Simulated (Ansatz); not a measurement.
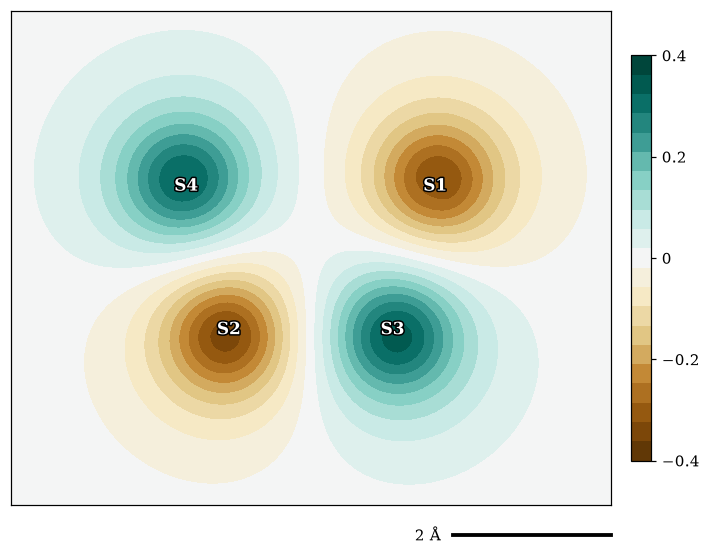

*S$_{4}$. One frontier orbital on a plane 0.8 Å above the molecular plane (values in Å⁻³ᐟ²; the overall sign is arbitrary).*

Geometry: PBE0-D4/def2-TZVP.

These are results of RKS PBE0-D4/def2-TZVP (Ansatz), not measurements.

```xyz
4

S    -0.3730    1.7806    0.0676
S     0.0153   -1.3788   -0.0170
S    -1.3578    0.1631    0.1783
S     1.7155   -0.5648   -0.2290
```

Which orbital is it: HOMO or LUMO?

The LUMO, at −4.16 eV. It lies mainly on S1 (about 25 %), S4 (about 25 %), S2 (about 25 %) and S3 (about 25 %); it changes sign across the molecular plane (π type); π-antibonding (a node) across S1–S3, S2–S3 and S2–S4.
